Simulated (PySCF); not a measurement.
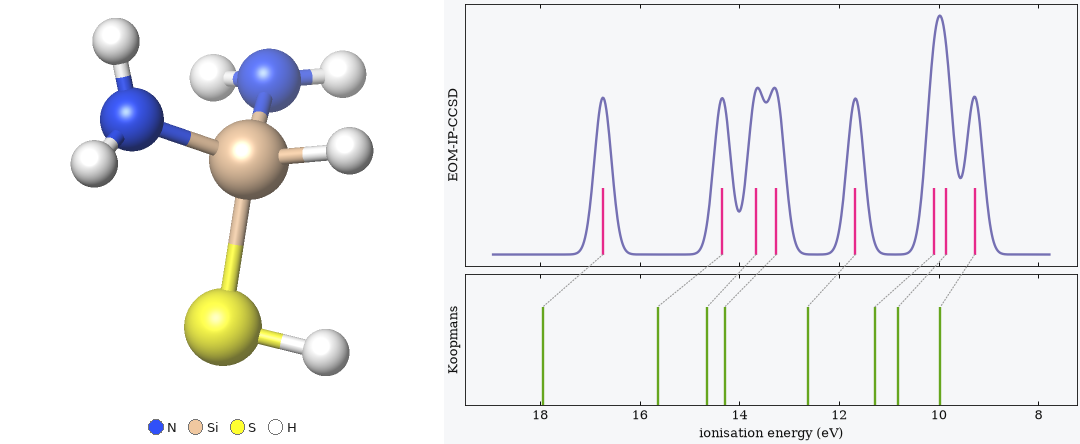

Valence photoelectron lines of SiN₂H₆S, SMILES N[SiH](N)S: vertical EOM-IP-CCSD/aug-cc-pVDZ (frozen core, PySCF, at a PBE0-D3(BJ)/def2-SVP geometry (no frequency check); 8 lines, one for each of the 8 highest orbitals, so a line of a deeper orbital can be missing among them) above, Hartree-Fock orbital energies with the sign turned below, non-relativistic; dotted lines join each line to its leading orbital. Stick heights are one-hole weights (summed over degenerate lines), not cross-sections; Gaussian width 0.40 eV.

### Do correlation and relaxation change the order of the lines?

Not among these holes, which come in the order of the orbitals, HOMO, HOMO−1, HOMO−2, HOMO−3, HOMO−4, HOMO−5, HOMO−6, HOMO−7.

### List the lines.

| hole | EOM-IP-CCSD (eV) | Koopmans (eV) | one-hole weight |
| --- | --- | --- | --- |
| HOMO | 9.28 | 9.97 | 0.95 |
| HOMO-1 | 9.86 | 10.81 | 0.95 |
| HOMO-2 | 10.10 | 11.28 | 0.95 |
| HOMO-3 | 11.67 | 12.63 | 0.94 |
| HOMO-4 | 13.26 | 14.29 | 0.94 |
| HOMO-5 | 13.67 | 14.65 | 0.94 |
| HOMO-6 | 14.35 | 15.64 | 0.95 |
| HOMO-7 | 16.74 | 17.94 | 0.95 |

Known limits of this run: small basis, so the lines can lie some tenths of an eV too low.
